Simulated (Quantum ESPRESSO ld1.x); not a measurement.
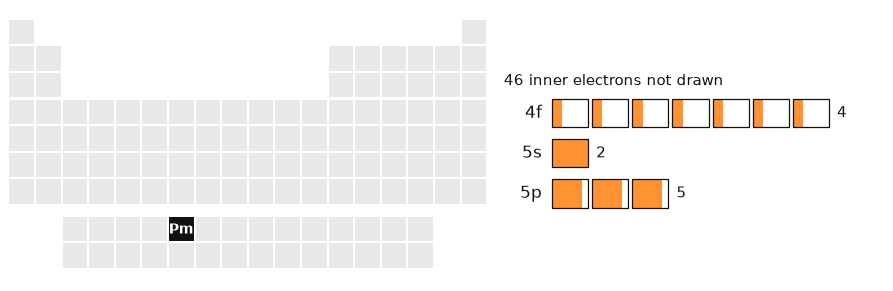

Figure 1. Left, the place of promethium in the periodic table; right, the outer shells as the input fills them: a box for each of the 2l + 1 orbitals, shaded by the share of the shell that is filled, with the electron count at the right.

**Pm⁴⁺: atomic calculation**

System: Pm⁴⁺ (Z = 61, 57 electrons) in the configuration [Kr] 4d10 4f4 5s2 5p5.
Method: scalar-relativistic Kohn-Sham, B86b exchange with PBE correlation, spin-unpolarised, spherical densities, point nucleus (Quantum ESPRESSO ld1.x 7.5).

Log:
```
     Program LD1 v.7.5 starts

     --------------------------- All-electron run ----------------------------

     scalar relativistic calculation

     atomic number is 61.00
     dft =B86BPBE   lsd =0 sic =0 latt =0  beta=0.20 tr2=1.0E-14
     Exchange-correlation= B86BPBE
                           (   1   4  22   4   0   0   0)
     mesh =2091 r(mesh) = 100.39638 a.u. xmin = -8.00 dx = 0.00800
     1 Ry =  13.60569312 eV, c = 137.03599908

     n l     nl                  e(Ry)          e(Ha)          e(eV)
     1 0     1S 1( 2.00)     -3312.9593     -1656.4797    -45075.1080
     2 0     2S 1( 2.00)      -541.4904      -270.7452     -7367.3520
     2 1     2P 1( 6.00)      -483.8922      -241.9461     -6583.6889
     3 0     3S 1( 2.00)      -120.7779       -60.3890     -1643.2673
     3 1     3P 1( 6.00)      -102.6950       -51.3475     -1397.2367
     4 0     4S 1( 2.00)       -26.7262       -13.3631      -363.6285
     4 1     4P 1( 6.00)       -20.7825       -10.3913      -282.7603
     3 2     3D 1(10.00)       -77.9213       -38.9606     -1060.1732
     4 2     4D 1(10.00)       -12.3842        -6.1921      -168.4958
     4 3     4F 1( 4.00)        -3.3937        -1.6969       -46.1740
     5 0     5S 1( 2.00)        -6.1034        -3.0517       -83.0414
     5 1     5P 1( 5.00)        -4.5712        -2.2856       -62.1938

     final scf error:  7.6E-15 reached in  31 iterations

     Etot =  -20035.971795 Ry,  -10017.985898 Ha, -272603.283665 eV

     Ekin =   21372.756907 Ry,   10686.378453 Ha,  290791.171666 eV
     Encl =  -48527.680180 Ry,  -24263.840090 Ha, -660252.724503 eV
     Eh   =    7575.106108 Ry,    3787.553054 Ha,  103064.569077 eV
     Exc  =    -456.154629 Ry,    -228.077315 Ha,   -6206.299905 eV

     normalization and overlap integrals

     s(1S/1S) =  1.000000  <r> =   0.0232  <r2> =    0.0007  r(max) =   0.0148
     s(1S/2S) = -0.020582
     s(1S/3S) = -0.008871
     s(1S/4S) = -0.004242
     s(1S/5S) = -0.001806
     s(2S/2S) =  1.000000  <r> =   0.0990  <r2> =    0.0116  r(max) =   0.0838
     s(2S/3S) = -0.005545
     s(2S/4S) = -0.002540
     s(2S/5S) = -0.001072
     s(2P/2P) =  1.000000  <r> =   0.0871  <r2> =    0.0093  r(max) =   0.0676
     s(2P/3P) = -0.004481
     s(2P/4P) = -0.001942
     s(2P/5P) = -0.000758
     s(3S/3S) =  1.000000  <r> =   0.2605  <r2> =    0.0775  r(max) =   0.2391
     s(3S/4S) = -0.001775
     s(3S/5S) = -0.000727
     s(3P/3P) =  1.000000  <r> =   0.2588  <r2> =    0.0776  r(max) =   0.2334
     s(3P/4P) = -0.001516
     s(3P/5P) = -0.000575
     s(4S/4S) =  1.000000  <r> =   0.5920  <r2> =    0.3953  r(max) =   0.5494
     s(4S/5S) = -0.000488
     s(4P/4P) =  1.000000  <r> =   0.6263  <r2> =    0.4459  r(max) =   0.5764
     s(4P/5P) = -0.000389
     s(3D/3D) =  1.000000  <r> =   0.2362  <r2> =    0.0657  r(max) =   0.1911
     s(3D/4D) = -0.001085
     s(4D/4D) =  1.000000  <r> =   0.6844  <r2> =    0.5428  r(max) =   0.6000
     s(4F/4F) =  1.000000  <r> =   0.9114  <r2> =    1.0501  r(max) =   0.6245
     s(5S/5S) =  1.000000  <r> =   1.3857  <r2> =    2.1485  r(max) =   1.2625
     s(5P/5P) =  1.000000  <r> =   1.5718  <r2> =    2.7753  r(max) =   1.4122

     ------------------------ End of All-electron run ------------------------
```

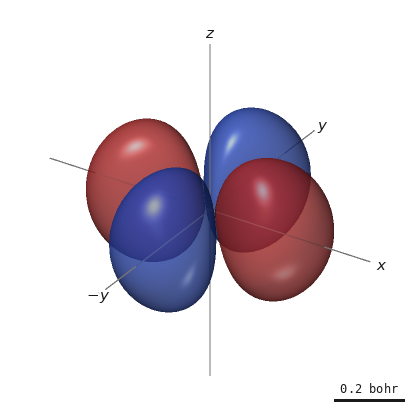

Figure 2. The 3d(x²−y²) orbital. The radial function comes from the spherical calculation and is multiplied by a real spherical harmonic; the overall sign is chosen so that the largest lobe of P(r) is positive; at the scalar-relativistic level it is the large component. The surface of constant |ψ| that holds about 85 % of the electron is drawn, red where ψ is positive and blue where it is negative. It has two nodal planes at 45° to x and y and no radial node. The maximum of P² lies at 0.191 bohr, ⟨r⟩ = 0.236 bohr, 90 % of the charge lies within 0.369 bohr, and the eigenvalue is −1060 eV, with 10 electrons in the shell.

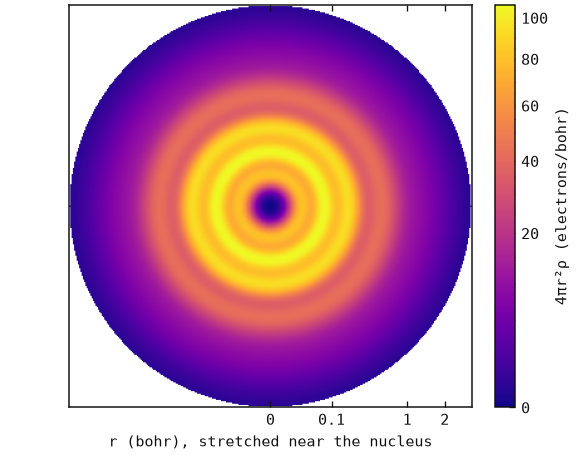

Figure 3. The radial density 4πr²ρ as a disc about the nucleus, with the radius drawn as r to the power 0.35. There are 4 maxima, at r = 0.0161, 0.0714, 0.201 and 0.554 bohr, parted by minima at 0.0308, 0.132 and 0.399 bohr, inside which lie 1.9, 11.2 and 29.1 electrons. The configuration has 5 principal shells, so not every shell has a maximum of its own.

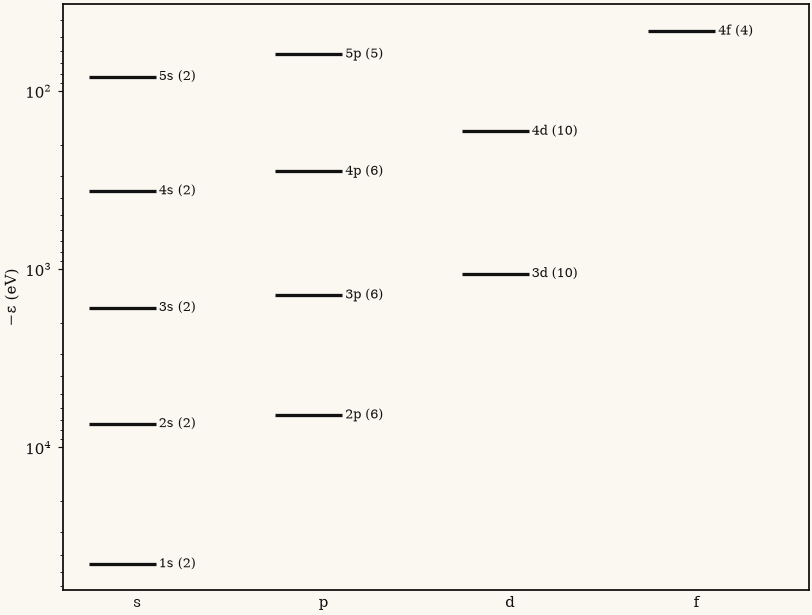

Figure 4. All occupied levels, on a logarithmic scale of binding energy, are drawn by angular momentum (occupations in brackets). The highest occupied level is 4f at −46.2 eV. The highest 4 occupied levels, from the top down, are 4f (−46.2 eV), 5p (−62.2 eV), 5s (−83.0 eV), 4d (−168.5 eV).

The input:
```
 &input
    atom='Pm',
    iswitch=1,
    rel=1,
    dft='B86BPBE',
    config='[Kr] 4d10 4f4 5s2 5p5',
    prefix='ld1',
    max_out_wfc=37,
    file_charge='ld1.rho',
 /
```

Summary:

- outcome: converged
- total energy: −10017.9859 hartree
- kinetic energy: 10686.3785 hartree
- electron–nucleus energy: −24263.8401 hartree
- Hartree energy: 3787.5531 hartree
- exchange–correlation energy: −228.077314 hartree
- radius at density 0.001 e/bohr³: 3.20 bohr
- SCF iterations: 31
- hardware: 1 CPU thread, shared host
- wall time: 0.74 s
